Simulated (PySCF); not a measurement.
# singlet BHSCl+ at 3 levels

Aim: a comparison of 3 runs (BCCD(T)/STO-3G, CCSDT(Q)/STO-3G, QCISD(T)/STO-3G) of singlet BHSCl+. The job is set up through a Python script.

The calculation is run with PySCF 2.14.0.

4 further runs of the same task are left out: 4 set aside as unsound or not needed.

## 1. The structure to begin with

The species is BHSCl+ (4 atoms), meant as a singlet with charge +1. SMILES of the parent species: `S[B]Cl`. The shape is that of a PBE0-D4/def2-TZVP optimisation. That shape belongs to the parent species and isn't relaxed for this state.

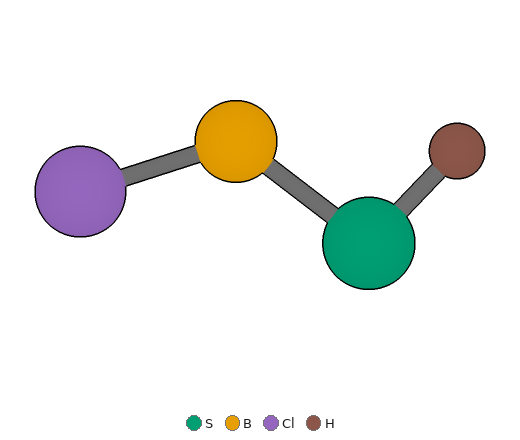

The structure, seen from a chosen angle (sulfur teal, boron amber, chlorine purple, hydrogen brown).

## 2. The energy at BCCD(T)/STO-3G (run 1)

The input, input.xyz:

```xyz
4

S      0.566400    -0.789100     0.531400
B     -0.299600     0.475700    -0.345800
Cl    -2.014100     0.616000    -0.427300
H      1.802900    -0.362900     0.221400
```

The input, calc.py:

```python
from pyscf import gto, cc
from pyscf.cc.bccd import bccd_kernel_

mol = gto.M(
    atom='input.xyz',
    basis='sto-3g',
    charge=1,
    max_memory=1860,
    verbose=3,
)

calc0 = mol.RHF()
calc0.conv_tol = 1e-10
calc0.kernel()
if not calc0.converged:
    calc0 = calc0.newton().run(calc0.mo_coeff, calc0.mo_occ)

mycc = cc.CCSD(calc0, frozen=11).run()
mycc = bccd_kernel_(mycc, diis=True)
e_t = mycc.ccsd_t()
etot = mycc.e_tot + e_t
print(f'total energy: {etot:.8f} hartree')
```

On the command line:

```bash
$ OMP_NUM_THREADS=1 python calc.py
```

Output:

```text
converged SCF energy = -872.46027390567
E(CCSD) = -872.5810581415413  E_corr = -0.1207842358715319
BCCD loop starts.

[... 25 lines left out ...]
CCSD converged
[... 24 lines left out ...]
CCSD converged
[... 23 lines left out ...]
CCSD converged
[... 22 lines left out ...]
CCSD converged
[... 3 lines left out ...]
******** <class 'pyscf.cc.ccsd.CCSD'> ********
CC2 = 0
CCSD nocc = 8, nmo = 13
frozen orbitals 11
max_cycle = 50
direct = 0
conv_tol = 1e-07
conv_tol_normt = 1e-05
diis_space = 6
diis_start_cycle = 0
diis_start_energy_diff = 1e+09
Init E_corr(CCSD) = -0.129626170482252
cycle = 1  E_corr(CCSD) = -0.129625597877804  dE = 5.72604448e-07  norm(t1,t2) = 2.28465e-05
cycle = 2  E_corr(CCSD) = -0.129625903228895  dE = -3.05351091e-07  norm(t1,t2) = 5.33419e-06
cycle = 3  E_corr(CCSD) = -0.129625875312932  dE = 2.79159635e-08  norm(t1,t2) = 4.03243e-06
CCSD converged
E(CCSD) = -872.578441049768  E_corr = -0.1296258753129319
BCC iter:    4  E:    -872.578441049768  dE:   -1.471e-07  |t1|:    3.511e-06
CCSD(T) correction = -0.0103766495052324
total energy: -872.58881770 hartree
```

Run time: 1.2 s. Hardware: 1 thread of Arm Neoverse V1, shared host; peak memory 0.12 GiB.

## 3. A single-point energy at CCSDT(Q)/STO-3G (run 2)

The input, start.xyz:

```xyz
4

S      0.566400    -0.789100     0.531400
B     -0.299600     0.475700    -0.345800
Cl    -2.014100     0.616000    -0.427300
H      1.802900    -0.362900     0.221400
```

The input, calc.py:

```python
from pyscf import gto, cc

mol = gto.Mole()
mol.atom = 'start.xyz'
mol.basis = 'sto-3g'
mol.charge = 1
mol.verbose = 3
mol.max_memory = 1860
mol.build()

mf = mol.RHF()
mf.conv_tol = 1e-10
mf.kernel()
if not mf.converged:
    mf = mf.newton().run(mf.mo_coeff, mf.mo_occ)

mycc = cc.CCSDT(mf, frozen=11)
mycc.kernel()
e_bracket, e_q = mycc.ccsdt_q()
e_tot = mycc.e_tot + e_q
print('E(%s) = %.9f' % ('CCSDT(Q)', e_tot))
```

On the command line:

```bash
$ OMP_NUM_THREADS=1 python calc.py
```

Output:

```text
converged SCF energy = -872.46027390567
_make_eris_incore_RCCSDT

WARN: A large `blksize` is being used, which may cause large memory consumption
      for storing contraction intermediates. If memory is sufficient, consider using
      `pyscf.cc.rccsdt_highm.RCCSDT` instead.

RCCSDT converged
E(RCCSDT) = -872.5902922734678   E_corr = -0.1300183677979228
E_corr(same-spin) = -0.022234836011602
E_corr(oppo-spin) = -0.107783531786321
_make_eris_incore_RCCSDT
E(CCSDT(Q)) = -872.590211527
```

Run time: 2.4 s. Hardware: 1 thread of Arm Neoverse V1, shared host; peak memory 0.12 GiB.

## 4. A single-point energy at QCISD(T)/STO-3G (run 3)

Edit input.xyz of step 2 so:

```diff
@@ -1,3 +1,3 @@
 4
-
+BClHS
 S      0.566400    -0.789100     0.531400
```

The input, calc.py:

```python
from pyscf import gto, cc

system = gto.Mole()
system.atom = 'input.xyz'
system.basis = 'sto-3g'
system.charge = 1
system.verbose = 4
system.max_memory = 1860
system.build()

calc0 = system.RHF()
calc0.conv_tol = 1e-10
calc0.kernel()
if not calc0.converged:
    calc0 = calc0.newton().run(calc0.mo_coeff, calc0.mo_occ)

mycc = cc.QCISD(calc0, frozen=11)
mycc.kernel()
e_t = mycc.qcisd_t()
etot = mycc.e_tot + e_t
print('E(%s) = %.9f' % ('QCISD(T)', etot))
```

On the command line:

```bash
$ OMP_NUM_THREADS=1 python calc.py
```

Output:

```text
PySCF version 2.14.0

[INPUT] num. atoms = 4
[INPUT] num. electrons = 38
[INPUT] charge = 1
[INPUT] spin (= nelec alpha-beta = 2S) = 0
[INPUT] symmetry False subgroup None
[INPUT] Mole.unit = angstrom
[INPUT] Symbol           X                Y                Z      unit          X                Y                Z       unit  Magmom
[INPUT]  1 S      0.566400000000  -0.789100000000   0.531400000000 AA    1.070340876954  -1.491182884894   1.004200462594 Bohr   0.0
[INPUT]  2 B     -0.299600000000   0.475700000000  -0.345800000000 AA   -0.566161946920   0.898942717456  -0.653467293875 Bohr   0.0
[INPUT]  3 Cl    -2.014100000000   0.616000000000  -0.427300000000 AA   -3.806097387486   1.164071292732  -0.807479973027 Bohr   0.0
[INPUT]  4 H      1.802900000000  -0.362900000000   0.221400000000 AA    3.406987229978  -0.685781610605   0.418385363979 Bohr   0.0

nuclear repulsion = 106.345080246711
number of shells = 14
number of NR pGTOs = 72
number of NR cGTOs = 24
basis = sto-3g
ecp = {}

[... 41 lines left out ...]
converged SCF energy = -872.46027390567
[... 11 lines left out ...]
Init t2, MP2 energy = -872.561635538186  E_corr(MP2) -0.10136163251601
[... 14 lines left out ...]
QCISD converged
[... 2 lines left out ...]
E(QCISD(T)) = -872.590814311
```

Run time: 0.86 s. Hardware: 1 thread of Arm Neoverse V1, shared host; peak memory 0.12 GiB.

## 5. The series

| run | level | energy (Eh) | correlation energy (mEh) | (T) correction (mEh) | wall time |
| --- | --- | --- | --- | --- | --- |
| 1 | BCCD(T)/STO-3G | -872.588818 | -128.5 | -10.38 | 1.2 s |
| 2 | CCSDT(Q)/STO-3G | -872.590212 | -129.9 | – | 2.4 s |
| 3 | QCISD(T)/STO-3G | -872.590814 | -130.5 | -4.41 | 0.86 s |

## 6. What came out

```
                                           quantity          value
                                run 3: total energy  -872.59081 Eh
         run 3: HOMO energy (Hartree–Fock orbitals)      -16.33 eV
         run 3: LUMO energy (Hartree–Fock orbitals)       -5.21 eV
       run 3: HOMO–LUMO gap (Hartree–Fock orbitals)       11.12 eV
run 3: correlation energy (11 core orbitals frozen)     -130.5 mEh
                              run 3: (T) correction      -4.41 mEh
                               run 3: T1 diagnostic          0.035
```

In words: In run 3 the T1 diagnostic is large, so a single reference may not serve. In runs 1, 2, 3 the basis is minimal, so the values are rough. All runs together took 4.5 s, the longest 2.4 s.
